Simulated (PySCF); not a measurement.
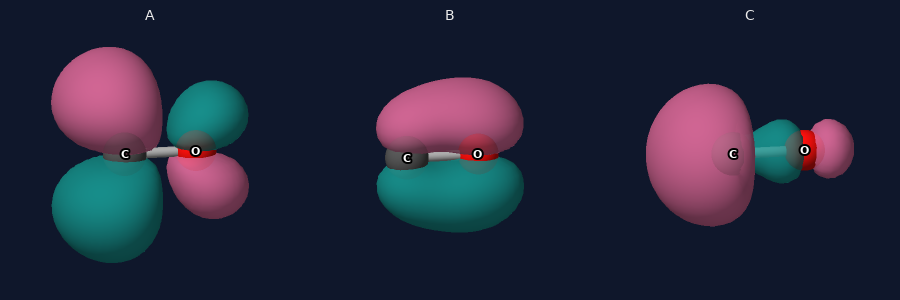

*CO. Three frontier orbitals, each drawn at the value that holds 80 % of its norm (teal and pink are the two phases), in no order; of a degenerate pair one member is drawn.*

The calculation used PBE0/cc-pVTZ(-PP), non-relativistic Hamiltonian with scalar-relativistic core potentials where named, at a bond length of 1.127 Å (PySCF).

Label each orbital by symmetry, say whether it is occupied, and order them by energy.

Orbital B: π, occupied, −13.44 eV; bonding, with no node between the atoms.
Orbital C: σ, occupied, −10.67 eV; mainly on C (85 %).
Orbital A: π, empty, −0.56 eV; mainly on C (70 %).
